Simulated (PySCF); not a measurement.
# FH₉OSi₄: electronic excitations

Aim: predict the electronic excitations of FH₉OSi₄ (`O[SiH2][Si](F)([SiH3])[SiH3]`).

Computed with PySCF 2.14.0, with density-fitted response routines of our own, on a single molecule in the gas phase. Atoms are numbered from 0 throughout.

### Step 1. The starting structure

15 atoms, charge 0, multiplicity 1; geometry from: GFN2-xTB.

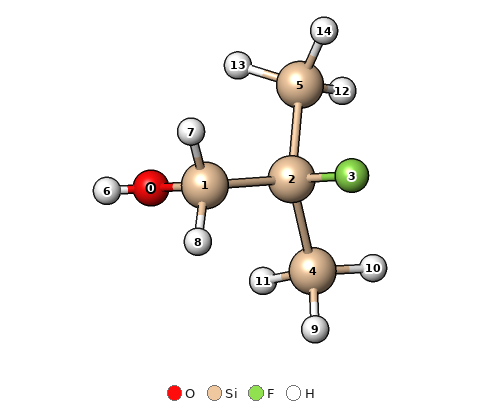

The starting geometry (oxygen red, silicon light orange, fluorine green, hydrogen white), atoms numbered; sticks join atoms by distance.

### Step 2. TDDFT and polarisability: wB97X-D/def2-SVPD

What the job is given:

```
{"job": {"kind": "uv", "xc": "wB97X-D", "basis": "def2-SVPD", "nstates": 8, "ntriplets": 3}, "charge": 0, "multiplicity": 1}
O      1.884878    -0.082475     1.545321
Si     2.022434     0.529828     0.035079
Si    -0.175456     0.180635    -0.585124
F     -0.212181     0.773236    -2.130063
Si    -0.791678    -2.060528    -0.847253
Si    -1.750538     1.488862     0.546493
H      2.624929    -0.112115     2.144224
H      2.524171     1.910815     0.123685
H      3.084686    -0.198253    -0.677732
H      0.115460    -2.837684    -1.700446
H     -2.129663    -2.226203    -1.427799
H     -0.817308    -2.736843     0.453608
H     -3.111565     0.945979     0.443322
H     -1.439099     1.556502     1.977940
H     -1.833484     2.876233     0.076835
```

Level: TDDFT wB97X-D/def2-SVPD, vertical, gas phase, core orbitals frozen in the response.

Run with:

```sh
$ OMP_NUM_THREADS=1 python probes_run.py task.json out
```

The driver reads the jobs from task.json and runs them one after another.

The log of the run:

```text
coarse grid: 14248 points
cycle   1  E = -1337.6554890881  dE =  9.272e-02  |g| = 8.381e-01  |ddm| = 4.391e+00
cycle   2  E = -1337.6098234951  dE =  4.567e-02  |g| = 1.044e+00  |ddm| = 1.784e+00
cycle   3  E = -1337.7967328052  dE = -1.869e-01  |g| = 4.541e-02  |ddm| = 8.359e-01
cycle   4  E = -1337.7974142872  dE = -6.815e-04  |g| = 1.793e-02  |ddm| = 1.678e-01
cycle   5  E = -1337.7975078347  dE = -9.355e-05  |g| = 8.791e-03  |ddm| = 5.595e-02
cycle   6  E = -1337.7975229120  dE = -1.508e-05  |g| = 2.092e-03  |ddm| = 1.251e-02
cycle   7  E = -1337.7975243941  dE = -1.482e-06  |g| = 5.442e-04  |ddm| = 6.428e-03
final grid: 118864 points
cycle   8  E = -1337.9757505927  dE = -6.649e-05  |g| = 5.351e-03  |ddm| = 1.057e-01
cycle   9  E = -1337.9757504770  dE =  1.156e-07  |g| = 6.230e-03  |ddm| = 1.752e-02
cycle  10  E = -1337.9757564564  dE = -5.979e-06  |g| = 3.530e-04  |ddm| = 4.107e-03
cycle  11  E = -1337.9757565253  dE = -6.890e-08  |g| = 1.117e-04  |ddm| = 1.718e-03
cycle  12  E = -1337.9757565312  dE = -5.975e-09  |g| = 3.978e-05  |ddm| = 3.657e-04
cycle  13  E = -1337.9757565317  dE = -4.941e-10  |g| = 1.944e-05  |ddm| = 6.645e-05
converged SCF energy = -1337.9757565317

Static polarisability (au): isotropic 119.676, principal 97.182 130.267 131.580

Singlet excitations
state   eV       nm        f      main configurations
  1   5.3872    230.1   0.06109   H->L 0.94
  2   5.5078    225.1   0.03553   H-1->L 0.93
  3   6.4526    192.1   0.00059   H-2->L 0.44, H-1->L+1 0.25, H->L+2 0.20
  4   6.5207    190.1   0.00135   H-2->L 0.42, H-1->L+1 0.24, H->L+2 0.21
  5   6.6848    185.5   0.02588   H->L+1 0.84, H-1->L+2 0.08
  6   6.9974    177.2   0.18799   H-1->L+2 0.70, H-1->L+1 0.09, H->L+2 0.09
  7   7.1091    174.4   0.26338   H->L+2 0.39, H-1->L+1 0.33, H-1->L+2 0.14
  8   7.6583    161.9   0.14884   H-1->L+4 0.52, H-4->L 0.16

Triplet excitations (Tamm-Dancoff, eV): 4.7651 4.9026 5.8166
```

It took 78 s on 1 thread of Arm Neoverse N1, shared host; peak memory 0.9 GiB.

The orbitals next to the gap, with their largest atomic shares:

```csv
orbital,eV,atoms
HOMO−3,-11.77,"Si5 23 %, Si4 22 %, H9 15 %"
HOMO−2,-10.80,"O0 40 %, Si1 24 %, H8 15 %"
HOMO−1,-9.86,"Si2 28 %, Si5 22 %, Si4 18 %"
HOMO,-9.79,"Si2 27 %, Si1 23 %, Si4 10 %"
LUMO,0.15,"Si2 30 %, Si1 17 %, Si4 12 %"
LUMO+1,1.13,"Si2 22 %, Si5 20 %, Si4 15 %"
LUMO+2,1.26,"Si2 24 %, Si1 18 %, Si4 15 %"
```

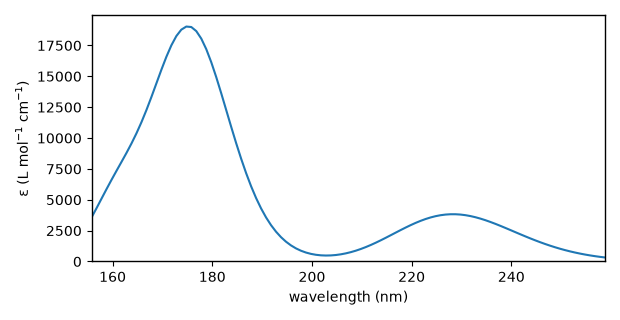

Absorption spectrum: each of the 8 states is a Gaussian band of 0.4 eV half-width at 1/e. Beyond the last state computed it falls off for lack of states.

Further results of this job:

```csv
property,computed
dipole moment (D),2.16
polarisability (Å³),17.73
HOMO–LUMO gap (eV),9.94
−ε(HOMO) (eV),9.79
```

### Step 3. Outcome

```
                                quantity                        value
      lowest singlet (wB97X-D/def2-SVPD)  5.39 eV (230 nm), f = 0.061
brightest single state of those computed  state 7, 7.11 eV, f = 0.263
                          lowest triplet                      4.77 eV
```

The lowest singlet, at 5.39 eV, is HOMO→LUMO 0.94 and is bright; of the 8 states computed, the strongest absorption comes from state 7 at 7.11 eV (the last state computed is bright too, and its partners may lie past the list). The lowest triplet lies 0.62 eV below the lowest singlet (triplets in Tamm-Dancoff, singlets in full TDDFT).
